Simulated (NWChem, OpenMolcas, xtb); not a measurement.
SiNHF3 (SMILES [NH][Si](F)(F)F): methods side by side

SiNHF3 has 6 atoms, charge 0, and is taken as a doublet. As SMILES, `[NH][Si](F)(F)F`. The coordinates come from a PBE0-D4/def2-TZVP relaxation.

Quantity: the dipole moment, in D. The values are calculated.

| level | kind | program | value (D) | CPU time |
| --- | --- | --- | --- | --- |
| GFN1-xTB | semi-empirical | xtb | 2.30 | under 2 s |
| UHF/6-31G* (spherical functions) | Hartree–Fock | NWChem | 2.07 | 29 s |
| USVWN5/6-31G* (spherical functions) | LDA | NWChem | 1.85 | 31 s |
| U-revPBE/6-31G* (spherical functions) | GGA | OpenMolcas | 1.76 | 27 s |
| UPBE/6-31G* (spherical functions) | GGA | OpenMolcas | 1.78 | 27 s |
| U-r2SCAN/6-31G* (spherical functions) | meta-GGA | OpenMolcas | 1.87 | 34 s |
| UM06-L/6-31G* (spherical functions) | meta-GGA | OpenMolcas | 1.91 | 32 s |
| UM06-2X/6-31G* (spherical functions) | hybrid meta-GGA | OpenMolcas | 1.94 | 39 s |

The values span 1.76 to 2.30 D. Magnitudes only. Times are those of the runs behind each value, whatever else they computed, on shared processors of several kinds: orders of magnitude only.

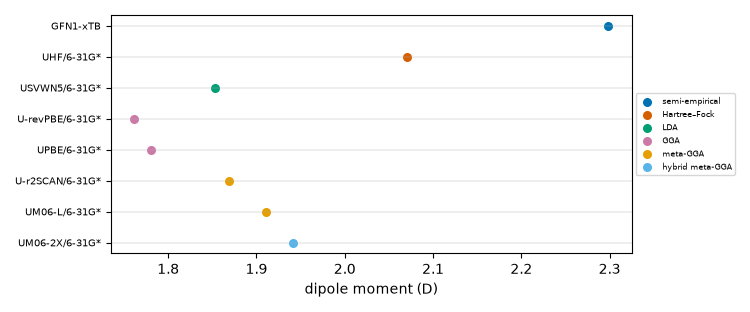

The values of the table, level by level.
